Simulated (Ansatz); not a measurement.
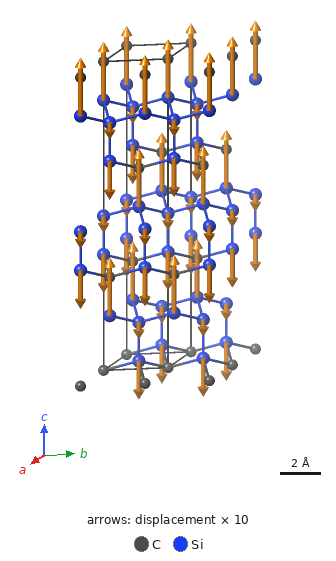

A relaxation of solid Si3C (a generated structure, set up in R3m). The starting structure is drawn; orange arrows show the displacements (the part carried along by the change of the cell is left out), 10 times their true length.

A ball-and-stick model of the conventional cell (3 times the calculation's cell), repeated 2 × 2 × 1 with one cell outlined, seen slightly off an axis. Lengths and directions refer to the drawn axes.

Method: DFT, PBE, plane waves, PAW in Ansatz 0.2.0. (plane-wave cutoff 420 eV; k-point mesh 8 × 8 × 8; occupations fermi dirac; smearing width 0.02 eV; no spin polarisation; cell and atoms relaxed; force threshold 0.005 eV/Å)

Question: Atoms of which element are displaced furthest, and by how much?

Answer: Silicon: up to 0.31 Å, against 0.01 Å for carbon.

Question: What did the optimiser do to the structure, and how much energy did it gain?

Answer: Over 8 accepted moves (12 points after the start) the energy falls by 521 meV per atom. The largest force component goes from 6.6 to 0.0035 eV/Å. Pressure: 33.60 GPa at the start and 0.00 GPa at the end. The line search rejected the trial steps at points 4, 6 of the run. At 2 points the geometry stayed and the basis and grid were re-selected for the new cell (energy shift of 2.6 meV per atom at most each time). The atom that moves furthest relative to the cell is a Si atom (0.31 Å along +c). Largest moves by element: Si 0.31 Å, C 0.01 Å. The volume changes by +11.0 %, with a = b 3.339 → 3.362 Å (+0.7 %), c 16.360 → 17.922 Å (+9.5 %). Among the contacts that change: Si–Si 2.045 → 2.354 Å, Si–Si 2.045 → 2.255 Å, C–Si 2.045 → 1.917 Å, C–Si 2.045 → 2.019 Å. Bond angles that change, for instance: Si–Si–Si 109.5° → 96.4°, Si–Si–Si 109.5° → 120.6°, C–Si–Si 109.5° → 120.6°. The space group stays R3m (No. 160).
